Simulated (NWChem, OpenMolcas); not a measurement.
**How basis sets differ on InH2I (SMILES [H][In]([H])[I])**

InH2I has 4 atoms, charge 0, and is taken as a singlet. SMILES: `[H][In]([H])[I]`. Geometry: a GFN2-xTB relaxation, a rough one for these elements and not checked as a minimum.

Quantity: the dipole moment, in D. The values are calculated.

```csv
level,kind,program,value (D),CPU time
HF/STO-3G,Hartree–Fock,NWChem,2.65,7.9 s
HF/def2-SVP (core potential),Hartree–Fock,NWChem,2.07,7.9 s
HF/3-21G,Hartree–Fock,OpenMolcas,2.72,5.1 s
HF/def2-SVPD (core potential),Hartree–Fock,OpenMolcas,1.94,8.8 s
```

All-electron rows without a relativistic Hamiltonian named are non-relativistic, while core potentials hold scalar relativity, so basis and relativity change together. The values span 1.94 to 2.72 D. Sets without polarisation functions give poor dipoles. Times are those of the runs behind each value, whatever else they computed, on shared processors of several kinds: orders of magnitude only.

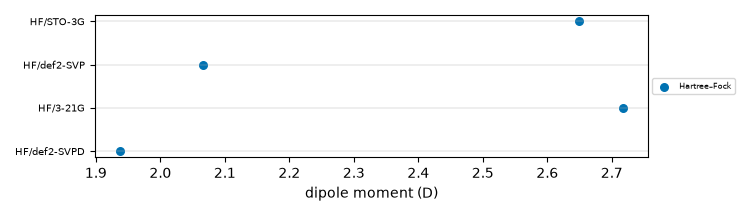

The values of the table, level by level.
